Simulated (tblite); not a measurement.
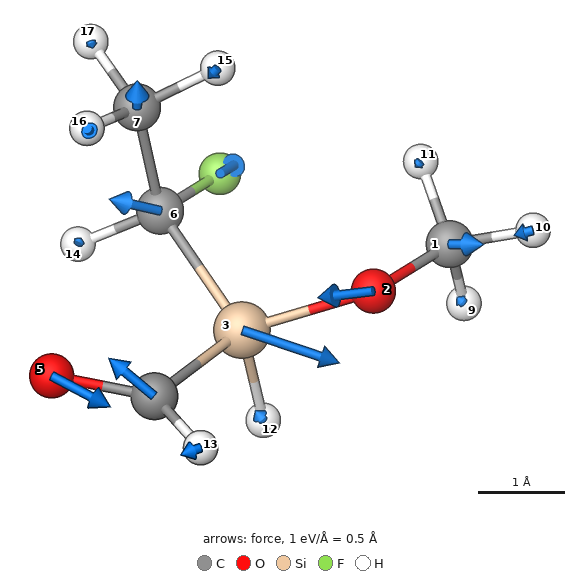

Starting geometry of C4H9FO2Si with the computed forces as blue arrows. Style: ball-and-stick. Shown at a tilt.

All numbers below come from GFN2-xTB geometry optimisation, gas phase (tblite). 

What follows when this structure is relaxed?

It isn't relaxed: the largest force vector, on the Si atom, is 2.43 eV/Å. The final displacements have little in common with the starting forces (cosine between the two patterns 0.17). The energy falls by 33.2 kJ/mol in 101 geometry steps. The atom that moves furthest after the best rigid fit is an H atom (0.80 Å). Largest moves by element: H 0.80 Å, O 0.53 Å, Si 0.24 Å, F 0.20 Å, C 0.19 Å. Near-neighbour distances that change, for instance: O–Si 1.686 → 1.616 Å, C–Si 1.872 → 1.935 Å, C–F 1.357 → 1.401 Å, H–Si 1.495 → 1.463 Å. Bond angles that change, for instance: C–O–Si 118.0° → 130.2°, O–Si–C 112.3° → 100.9°, O–Si–H 104.6° → 114.3°. Groups turn about C–Si by about 40°.
